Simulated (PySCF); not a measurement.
```xyz
22

C    -1.8632   -0.8685   -1.7754
B    -1.4860   -0.1531   -0.4257
Si   -2.8199    0.1222    1.0027
C    -0.0568    0.4164   -0.2341
C     0.0703    1.9033   -0.0791
C     1.0233   -0.3919   -0.1415
C     2.3959    0.0374    0.1135
C     3.4047   -1.0940    0.1108
O     2.7341    1.1890    0.3063
H    -1.0071   -1.2834   -2.3056
H    -2.3012   -0.1204   -2.4405
H    -2.6147   -1.6490   -1.6688
H    -2.2577    0.2695    2.3516
H    -3.8115   -0.9603    1.0980
H    -3.6010    1.3481    0.7598
H    -0.8800    2.4031   -0.2570
H     0.8211    2.2888   -0.7664
H     0.4182    2.1442    0.9248
H     0.8844   -1.4595   -0.2558
H     3.1657   -1.7989    0.9050
H     4.4052   -0.6993    0.2664
H     3.3658   -1.6243   -0.8386
```

Geometry: GFN2-xTB.

The calculation used PBE0/pcSseg-1, SCF density, gas phase, non-relativistic (PySCF 2.14.0).

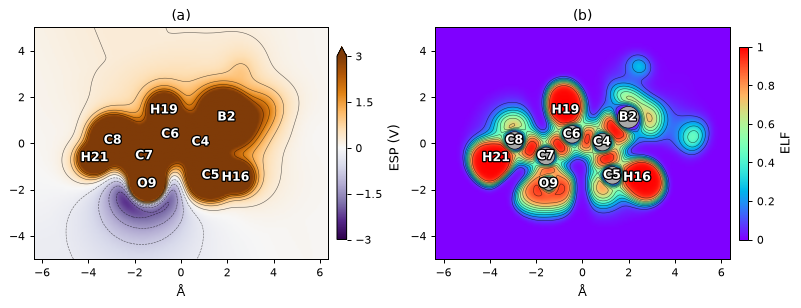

C6H13BOSi (SMILES CB([SiH3])/C(C)=C/C(C)=O). (a) electrostatic potential; (b) electron localisation function on the plane of atoms B2, C4 and C6. Grey discs cover the atomic cores in the ELF map.

Interpret the plot.

Answer.
- Atoms in the plane: B, C, O and H.
- C–O (1.22 Å): the ELF peaks at about 0.85 between the atoms (a multiple bond).
- C–C (1.35 Å): the ELF peaks at about 0.95 between the atoms, as expected for a covalent bond.
- C–B (1.55 Å): the ELF peaks at about 1 between the atoms: localised, covalent bonding.
- C–H (1.08 Å): the ELF climbs to about 1 towards the hydrogen, as it does in any bond to H (a covalent bond by its length).
- C–C (1.46 Å): the ELF peaks at about 0.95 between the atoms (localised, covalent bonding).
- The ELF also peaks beside O9, away from the bonds: lone-pair regions.
- Outside the dense part of the molecule the potential is most negative (−2.3 V) near O9.
